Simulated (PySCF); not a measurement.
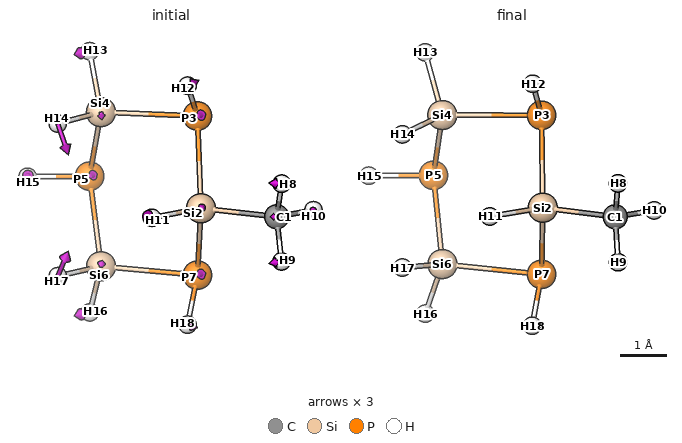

The structure of CH$_{11}$P$_{3}$Si$_{3}$ before (left) and after (right) a relaxation, at one scale. The purple arrows give the displacements, magnified 3 times.

Style: ball-and-stick. Shown from a free direction.

The start comes from GFN2-xTB.

Theory: PySCF 2.14.0, density-fitted response routines, PBE0-D3(BJ)/def2-SVP geometry optimisation, gas phase. 

Q: Summarise the run.

A: The energy falls by 0.205 eV in 6 geometry steps. The atom that moves furthest after the best rigid fit is H14 (0.26 Å). By element the largest moves are H 0.26 Å, P 0.12 Å, Si 0.07 Å, C 0.06 Å. Among the contacts that change: P3–H12 1.378 → 1.432 Å, Si4–H13 1.466 → 1.494 Å, C1–Si2 1.903 → 1.876 Å, P5–Si6 2.240 → 2.266 Å. Bond angles that change, for instance: Si4–P5–Si6 102.5° → 96.4°, Si2–P3–Si4 101.0° → 96.7°. The run took of the order of 100 core-seconds on a shared host.
